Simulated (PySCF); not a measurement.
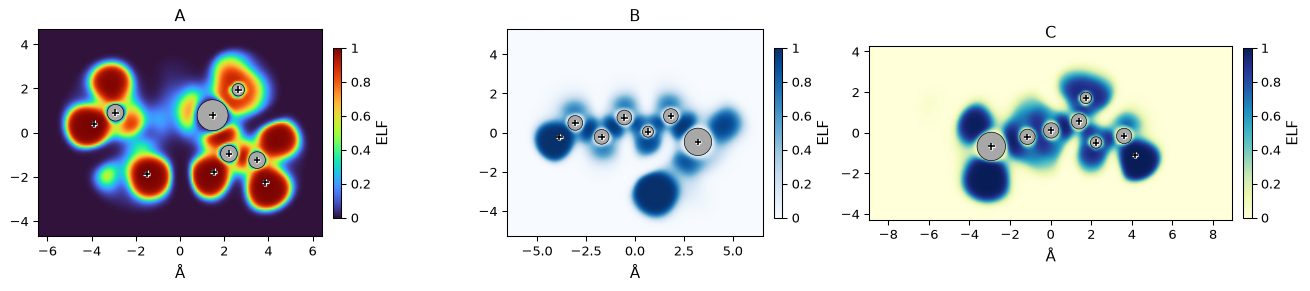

The ELF of 3 systems, each on a plane through atoms (crosses mark nuclei in the plane; grey discs cover the cores).

These are results of PBE0/pcSseg-1, SCF density, gas phase, non-relativistic (PySCF), not measurements.

System 1: C₅H₁₁O₂PSi₂ (SMILES COC(=O)C#C[SiH2]P[SiH2]C), the plane of atoms O4, C3 and C5. Geometry: GFN2-xTB.

```
atom    x (Å)    y (Å)    z (Å)
   C  -5.3512  -0.6223  -1.0792
   O  -4.1740  -0.0002  -0.5904
   C  -3.3635  -0.7796   0.1380
   O  -3.5796  -1.9351   0.4008
   C  -2.1898  -0.0540   0.5560
   C  -1.1838   0.5015   0.9289
  Si   0.4325   1.2959   1.3652
   P   1.7805   0.7940  -0.3464
  Si   3.7587   0.5043   0.6673
   C   4.9112  -0.3428  -0.5795
   H  -5.9715  -0.9701  -0.2503
   H  -5.8760   0.1336  -1.6576
   H  -5.0955  -1.4776  -1.7086
   H   0.8305   0.7677   2.6751
   H   0.2667   2.7496   1.3994
   H   1.4505  -0.5472  -0.3789
   H   4.2383   1.8447   1.0202
   H   3.6642  -0.2975   1.8961
   H   4.5553  -1.3377  -0.8341
   H   4.9713   0.2300  -1.5010
   H   5.9162  -0.4404  -0.1807
```

System 2: C₅H₁₆OSi₂, the plane of atoms C2, C3 and O4. Geometry: GFN2-xTB.

```xyz
24

C     3.8093    0.4516    0.2719
C     2.3029    0.6396    0.3884
C     1.5352   -0.4751   -0.3122
O     0.1573   -0.2253   -0.1818
C    -0.6778   -1.1611   -0.8398
Si   -2.4218   -0.4258   -0.5435
C    -3.0962   -1.1525    1.0853
Si   -2.0138    1.8496   -0.4211
H     4.1146    0.4382   -0.7724
H     4.1156   -0.4861    0.7311
H     4.3301    1.2646    0.7714
H     2.0059    0.6568    1.4383
H     2.0053    1.5910   -0.0558
H     1.7840   -1.4532    0.1325
H     1.8087   -0.5150   -1.3800
H    -0.4145   -1.2174   -1.9048
H    -0.5287   -2.1642   -0.4197
H    -3.2941   -0.9342   -1.6249
H    -2.4110   -0.9566    1.9060
H    -3.2419   -2.2285    1.0281
H    -4.0525   -0.7059    1.3418
H    -1.1968    2.3518   -1.5298
H    -1.3599    2.2664    0.8213
H    -3.2715    2.6113   -0.4829
```

System 3: C₅H₁₃BO₂Si₂, the plane of atoms C2, Si3 and O4. Geometry: GFN2-xTB.

```yaml
atoms:
  - { symbol: C, position_ang: [-3.4190, 1.1978, 0.4730] }
  - { symbol: C, position_ang: [-2.2357, 0.8465, -0.0089] }
  - { symbol: Si, position_ang: [-1.2899, -0.7242, 0.4532] }
  - { symbol: O, position_ang: [-2.2312, -1.7760, 1.2820] }
  - { symbol: C, position_ang: [-1.0650, -1.6802, -1.1870] }
  - { symbol: O, position_ang: [-0.2403, -1.3669, -2.0146] }
  - { symbol: Si, position_ang: [0.8097, -0.2683, 1.3576] }
  - { symbol: B, position_ang: [2.0048, 0.2860, -0.0926] }
  - { symbol: C, position_ang: [1.9071, 1.7490, -0.6732] }
  - { symbol: C, position_ang: [2.9187, -0.7611, -0.8268] }
  - { symbol: H, position_ang: [-3.9163, 2.1137, 0.1916] }
  - { symbol: H, position_ang: [-3.9538, 0.5726, 1.1705] }
  - { symbol: H, position_ang: [-1.7492, 1.5162, -0.7075] }
  - { symbol: H, position_ang: [-2.5633, -1.5785, 2.1530] }
  - { symbol: H, position_ang: [-1.6883, -2.5814, -1.3609] }
  - { symbol: H, position_ang: [0.5853, 0.7398, 2.4224] }
  - { symbol: H, position_ang: [1.2230, -1.4494, 2.1489] }
  - { symbol: H, position_ang: [2.8344, 2.1180, -1.1083] }
  - { symbol: H, position_ang: [1.1845, 1.7200, -1.4918] }
  - { symbol: H, position_ang: [1.5455, 2.4949, 0.0328] }
  - { symbol: H, position_ang: [3.7517, -0.3354, -1.3834] }
  - { symbol: H, position_ang: [2.2759, -1.2530, -1.5625] }
  - { symbol: H, position_ang: [3.3066, -1.5530, -0.1881] }
```

Which map belongs to which system?

Answer. Panel A is system 3, C₅H₁₃BO₂Si₂: the plane holds C, Si, O and H. C–C (1.33 Å): the ELF peaks at about 0.95 between the atoms (a short, multiple covalent bond). Panel B is system 2, C₅H₁₆OSi₂: the plane holds C, O, Si and H. C–O (1.41 Å): the ELF peaks at about 0.90 between the atoms (a polar covalent bond). Panel C is system 1, C₅H₁₁O₂PSi₂: the plane holds C, O, Si and H. C–O (1.20 Å): the ELF peaks at about 0.85 between the atoms: a short, multiple covalent bond.
